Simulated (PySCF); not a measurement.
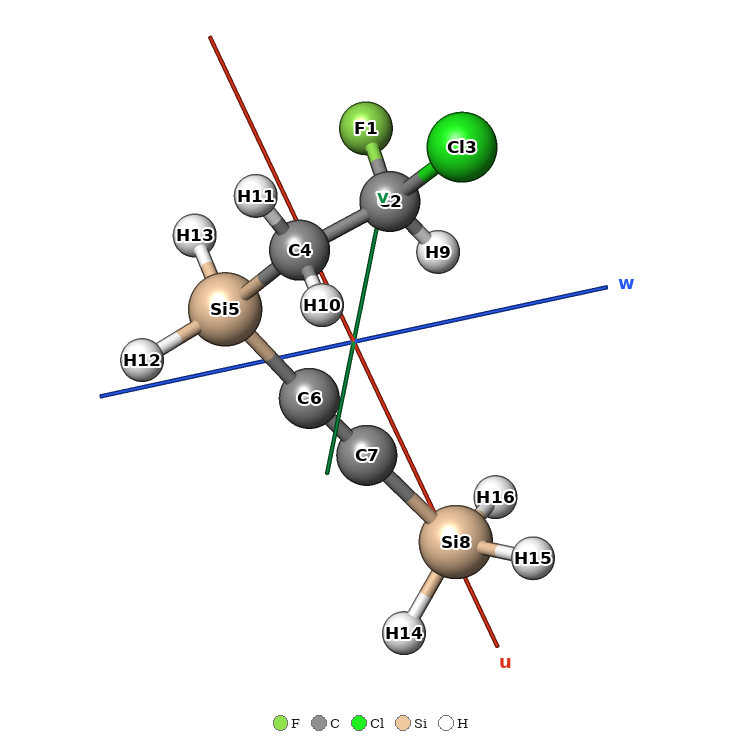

The lines u, v and w are the principal axes of the static dipole polarisability. The geometry was computed by an optimisation with GFN2-xTB. No frequency run is at hand to confirm it as a minimum. Method: CAM-B3LYP/def2-SVPD (PySCF 2.14.0).

**Along which axis is the molecule most polarisable, and along which least?**

Most along u, least along v.

**Give the three principal values.**

u 144.0, v 91.6, w 114.6 bohr³; mean 116.7, anisotropy 45.6 bohr³.

The geometry is semi-empirical. Around Si such bond lengths and angles can be off by a tenth of an ångström or more and by several degrees, and values that hang on the shape move with them.
